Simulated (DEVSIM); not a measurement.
Structure: Al0.4Ga0.6As/GaAs p-n heterojunction, at 300 K.

```
layer (left to right)      material  thickness (μm)  Nd (cm⁻³)  Na (cm⁻³)  τn (s)  τp (s)
---------------------  ------------  --------------  ---------  ---------  ------  ------
1                      Al0.4Ga0.6As           0.250          -     4.2e15    1e-9    1e-9
2                              GaAs           0.180     7.2e15          -    1e-9    1e-9
```

Left contact: ohmic. Right contact: ohmic. Voltage is applied to the left contact. Recombination: SRH at mid-gap. Mobility is μmin + (μ − μmin)/(1 + (N/Nref)^α).

The device is made up for the run: typed textbook-type constants, with dimensions and the other settings drawn at random. Values at 300 K.

```tsv
parameter	Al0.4Ga0.6As	GaAs
gap (eV)	1.9228	1.424
affinity (eV)	3.754	4.07
permittivity	11.76	12.9
Nc (cm⁻³)	7.93e17	4.7e17
Nv (cm⁻³)	9e18	9e18
μn (cm²/Vs)	3220	8500
μp (cm²/Vs)	158	400
μn,min	500	500
μp,min	20	20
Nref,n	6e16	6e16
Nref,p	1.5e17	1.5e17
αn	0.39	0.39
αp	0.38	0.38
```

Model (solved in DEVSIM): 1D drift-diffusion, Boltzmann statistics, complete ionisation; no tunnelling, impact ionisation, image-force lowering or self-heating. Band offsets follow the typed affinities; no thermionic-emission limit at abrupt steps, no polarisation charge.

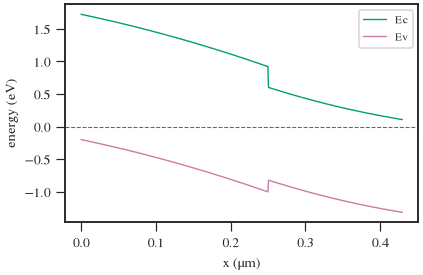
Figure: Band edges at zero bias

Energies count from the Fermi level of the right contact; mesh points crowd at the junctions.

```tsv
x (μm)	Ec (eV)	Ev (eV)	n (cm⁻³)	p (cm⁻³)	field (V/cm)
0.000	1.724	-0.198	< 1e2	4.2e15	-25000
0.003658	1.716	-0.207	< 1e2	3.0e15	-25000
0.009994	1.700	-0.223	< 1e2	1.6e15	-25000
0.02096	1.672	-0.251	< 1e2	5.5e14	-25000
0.04760	1.602	-0.321	< 1e2	3.7e13	-27000
0.08608	1.493	-0.430	< 1e2	5.4e11	-30000
0.1439	1.311	-0.611	< 1e2	4.8e8	-33000
0.2023	1.106	-0.817	< 1e2	170000	-37000
0.2245	1.022	-0.901	< 1e2	6500	-39000
0.2367	0.974	-0.949	< 1e2	1000	-39000
0.2444	0.944	-0.979	110	320	-40000
0.2500	0.921	-1.002	260	140	-39000
0.2533	0.593	-0.831	5.1e7	99000	-36000
0.2593	0.572	-0.852	1.2e8	43000	-36000
0.2738	0.521	-0.903	8.3e8	6100	-34000
0.2945	0.452	-0.972	1.2e10	430	-32000
0.3300	0.345	-1.079	7.6e11	< 1e2	-29000
0.3729	0.231	-1.193	6.1e13	< 1e2	-24000
0.4052	0.158	-1.266	1.0e15	< 1e2	-21000
0.4177	0.133	-1.292	2.8e15	< 1e2	-20000
0.4245	0.119	-1.305	4.7e15	< 1e2	-20000
0.4300	0.108	-1.316	7.2e15	< 1e2	-20000
```
